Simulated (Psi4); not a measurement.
GaH₂Cl, SMILES [Cl][GaH2], singlet, geometry in Å:

```xyz
4

Cl    -1.7518     0.5469    -0.7870
Ga     0.1376    -0.0655     0.0327
H      0.4864    -1.5695    -0.1627
H      0.9507     1.0616     0.7329
```

Unscaled harmonic wavenumbers and double-harmonic intensities, PBE0/def2-TZVP (dispersion D4) with Psi4 1.11, at a geometry relaxed at this level, isolated molecule.

> Which lines are the most intense, and is the structure a minimum?

The most intense lines lie at 2029.5 cm⁻¹ (197.0 km/mol), 732.8 cm⁻¹ (152.2 km/mol) and 616.2 cm⁻¹ (96.5 km/mol). It has no imaginary mode, so it is a minimum.

```tsv
cm⁻¹	km/mol
419.2	68.4
499.1	39.2
616.2	96.5
732.8	152.2
2018.3	60.2
2029.5	197.0
```

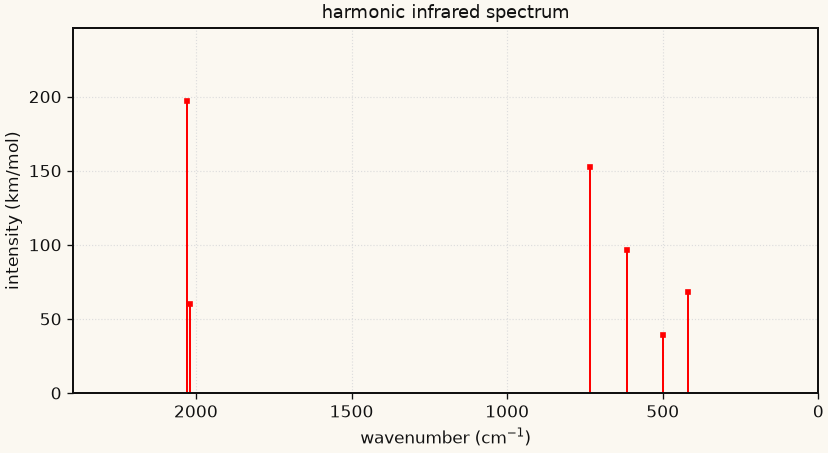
